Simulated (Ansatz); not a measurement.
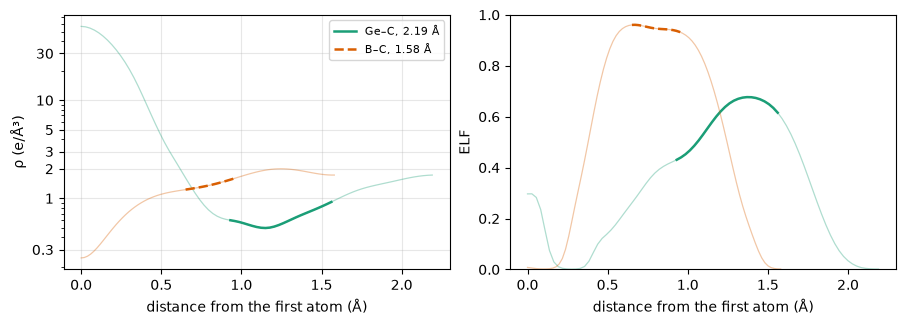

The picture shows: GeB2C2. Valence charge density (pseudo) and ELF along straight lines between neighbouring atoms. Thin, pale parts lie inside the atomic spheres.

Space group R-3m; a structure from a database of computed crystals, not necessarily the ambient phase; a generated structure, not necessarily the stable one; computed pressure about −3 GPa in this cell.

Level of theory: DFT PBEsol, scalar-relativistic, plane waves, PAW (Ansatz).

Core electrons are frozen (PAW), and the valence fields are smoothed inside the atomic spheres.

Q: What can be read from the curves?

A: Ge–C (2.19 Å): ρ at the midpoint is about 0.51 e/Å³; the ELF peaks at about 0.70 in the valence shell of C, 0.8 Å from its nucleus, and is about 0.55 at the midpoint.
B–C (1.58 Å): the density is about 1.3 e/Å³ at the midpoint; the ELF peaks at about 0.95 between the atoms.
